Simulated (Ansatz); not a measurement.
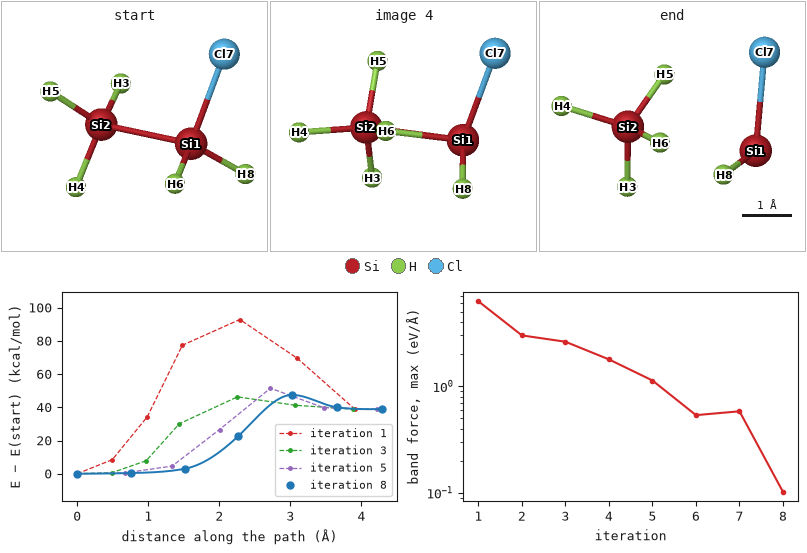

A nudged-elastic-band calculation for Si2H5Cl. Images are numbered from 0 (start) to 6 (end). The plot follows the band through its iterations. The picture is a ball-and-stick view, seen from a free direction.

Theory: Ansatz 0.2.0, RKS B3LYP-D4/def2-SVPD. Set-up: 5 movable images; climbing image; force threshold 0.5 eV/Å; iteration limit 60; starting path through a guess of the saddle point.

How did the profile develop, and is the result final?

Answer. The run met only a loose threshold, so the barrier can't be trusted yet. The band converged in 8 iterations. The largest component of the band force went from 6.3 to 0.1 eV/Å. The climbing image converged on the top of the path. Its curvatures weren't checked. The force threshold is so loose that the height of the top is at best an upper bound. The first iteration put the highest image at 92.9 kcal/mol. The highest point, image 4, lies 47.4 kcal/mol above the start and 8.6 kcal/mol above the end; the end is at +38.9 kcal/mol relative to the start.

The run took 55 s on 4 threads of Arm Neoverse V2, on a shared host, peak memory 0.26 GiB.
